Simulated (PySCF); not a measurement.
**IF5 (SMILES FI(F)(F)(F)F): levels of theory compared**

Wanted: a comparison of 3 runs (HF/STO-3G, HF/def2-SVP, TPSS/def2-TZVP) of IF5. 

Program for the calculation: PySCF 2.14.0.

## Step 1: Starting point

The species is IF5 (6 atoms), meant as a singlet with charge 0. SMILES: `FI(F)(F)(F)F`. The shape is that of a GFN2-xTB optimisation.

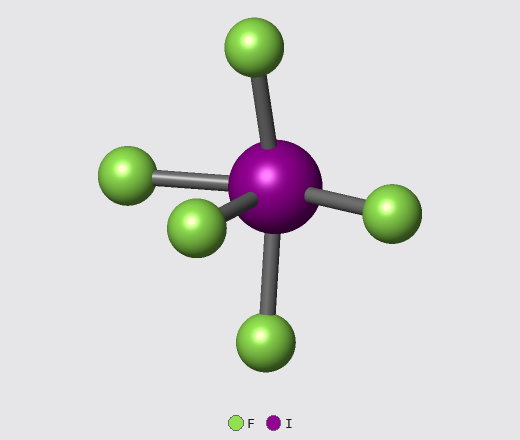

The structure, seen from a chosen angle (fluorine green, iodine purple).

## Step 2: Energy and gradient at HF/STO-3G (run 1)

run.py reads:

```python
# iodine pentafluoride
import pyscf.grad
from pyscf import gto

mol = gto.M(
    atom='''
F     -1.946701     1.688546    -2.540831
I     -0.028724    -0.811297    -0.668056
F     -3.042686    -1.450516     1.316610
F      1.927521    -2.242255     2.082762
F      3.022863     0.892820    -1.773716
F      0.067747     1.922683     1.583250
''',
    basis='sto-3g',
    unit='bohr',
    max_memory=1860,
    verbose=4,
)

calc0 = mol.RHF()
calc0.conv_tol = 1e-10
calc0.kernel()
if not calc0.converged:
    calc0 = calc0.newton().run(calc0.mo_coeff, calc0.mo_occ)

e_tot = calc0.e_tot
print('Final energy', e_tot)
grad = calc0.Gradients().kernel()
calc0.analyze()
```

Command:

```sh
OMP_NUM_THREADS=1 python run.py
```

Output:

```text
PySCF version 2.14.0

[... 77 lines left out ...]
One-electron Energy =               -11740.045912347330159
[... 12 lines left out ...]
MO #8   energy= -32.9605385228227  occ= 2
[... 10 lines left out ...]
MO #19  energy= -23.7766811443623  occ= 2
[... 10 lines left out ...]
MO #30  energy= -1.44863698918279  occ= 2
[... 10 lines left out ...]
MO #41  energy= -0.452303509526587 occ= 2
[... 10 lines left out ...]
MO #52  energy= 0.355261519046242  occ= 0
[... 61 lines left out ...]
Dipole moment(X, Y, Z, Debye): -0.10033, -2.59766, -2.14158
```

Wall time 11 s (1 thread of Intel Xeon at 2.50GHz (Skylake/Cascade Lake), shared host); peak memory 0.12 GiB.

## Step 3: Energy and gradient at HF/def2-SVP (core potential) (run 2)

calc.py reads:

```python
# iodine pentafluoride
from pyscf import gto, scf

system = gto.Mole()
system.atom = '''
F   -1.030150   0.893540  -1.344550
I   -0.015200  -0.429320  -0.353520
F   -1.610120  -0.767580   0.696720
F    1.020000  -1.186550   1.102150
F    1.599630   0.472460  -0.938610
F    0.035850   1.017440   0.837820
'''
system.ecp = {'I': 'def2-svp'}
system.max_memory = 1860
system.basis = 'def2-svp'
system.verbose = 4
system.charge = 0
system.spin = 0
system.build()

mf = scf.RHF(system)
mf.conv_tol = 1e-10
mf.kernel()
if not mf.converged:
    mf = mf.newton().run(mf.mo_coeff, mf.mo_occ)

etot = mf.e_tot
print('E = %.10f Eh' % etot)
grad = mf.nuc_grad_method().kernel()
mf.analyze()
```

Command:

```sh
OMP_NUM_THREADS=1 python calc.py
```

Output:

```text
PySCF version 2.14.0

[... 90 lines left out ...]
MO #6   energy= -8.06305774713533  occ= 2
[... 17 lines left out ...]
MO #24  energy= -0.727592315717098 occ= 2
[... 17 lines left out ...]
MO #42  energy= 0.510431188052999  occ= 0
[... 17 lines left out ...]
MO #60  energy= 1.61000473388359   occ= 0
[... 17 lines left out ...]
MO #78  energy= 3.41827505698371   occ= 0
[... 17 lines left out ...]
MO #96  energy= 56.3189772560451   occ= 0
[... 105 lines left out ...]
Dipole moment(X, Y, Z, Debye): -0.12988, -3.46108, -2.85197
```

It took 25 s on 1 thread of Intel Xeon at 2.50GHz (Skylake/Cascade Lake), shared host; peak memory 0.2 GiB.

## Step 4: Energy and gradient at TPSS/def2-TZVP (core potential) (run 3)

calc.py reads:

```python
import pyscf.grad
from pyscf import gto, dft

mol = gto.M(
    atom='''
F       -1.030150       0.893540      -1.344550
I       -0.015200      -0.429320      -0.353520
F       -1.610120      -0.767580       0.696720
F        1.020000      -1.186550       1.102150
F        1.599630       0.472460      -0.938610
F        0.035850       1.017440       0.837820
''',
    basis='def2-tzvp',
    max_memory=1860,
    ecp={'I': 'def2-svp'},
    charge=0,
    verbose=4,
)

mf = dft.RKS(mol)
mf.xc = 'tpss'
mf.conv_tol = 1e-10
mf.grids.level = 5
mf.kernel()
if not mf.converged:
    mf = mf.newton().run(mf.mo_coeff, mf.mo_occ)

e_final = mf.e_tot
print('E(%s) = %.9f' % ('TPSS', e_final))
grad = mf.Gradients().kernel()
mf.analyze()
```

Command:

```sh
OMP_NUM_THREADS=1 python calc.py
```

Output:

```text
PySCF version 2.14.0

[... 132 lines left out ...]
MO #26  energy= -0.428322568338698 occ= 2
[... 35 lines left out ...]
MO #62  energy= 0.694363781248362  occ= 0
[... 35 lines left out ...]
MO #98  energy= 2.0323056593342    occ= 0
[... 35 lines left out ...]
MO #134 energy= 3.96234001355169   occ= 0
[... 35 lines left out ...]
MO #170 energy= 6.91724258290619   occ= 0
[... 36 lines left out ...]
WARN: Weak orthogonality for localized orbitals 2.952627495259249e-09
[... 215 lines left out ...]
Dipole moment(X, Y, Z, Debye): -0.09730, -2.57753, -2.12403
```

It took 10 min on 1 thread of Intel Xeon at 2.50GHz (Skylake/Cascade Lake), shared host; peak memory 1.7 GiB.

## Step 5: All runs side by side

| run | level | core potential | integration grid | energy (Eh) | dipole moment (D) | HOMO energy (eV) | LUMO energy (eV) | wall time |
| --- | --- | --- | --- | --- | --- | --- | --- | --- |
| 1 | HF/STO-3G | – | – | -7340.286607 | 3.37 | -7.07 | 7.22 | 11 s |
| 2 | HF/def2-SVP (core potential) | def2-svp | – | -793.160337 | 4.49 | -14.98 | 0.65 | 25 s |
| 3 | TPSS/def2-TZVP (core potential) | def2-svp | 5 | -796.977646 | 3.34 | -9.71 | -3.90 | 10 min |

## Step 6: Summary of results

| quantity | value |
| --- | --- |
| run 3: total energy | -796.97765 Eh |
| run 3: dipole moment | 3.34 D |
| run 3: HOMO energy | -9.71 eV |
| run 3: LUMO energy | -3.90 eV |
| run 3: HOMO–LUMO gap | 5.81 eV |
| run 3: largest force on an atom | 2.903 eV/Å |

What this shows: The dipole moment (its size) runs from 3.34 D (TPSS/def2-TZVP) to 4.49 D (HF/def2-SVP). The two ends differ in method and basis. The HOMO–LUMO gap runs from 5.81 eV (TPSS/def2-TZVP) to 15.63 eV (HF/def2-SVP). Some runs of one species differ in core potentials or relativity; totals across that change don't compare. In run 1 the basis is minimal, so the values are rough. In run 1 relativity is left out where basis or elements ask for it. All runs together took 11 min, the longest 10 min.
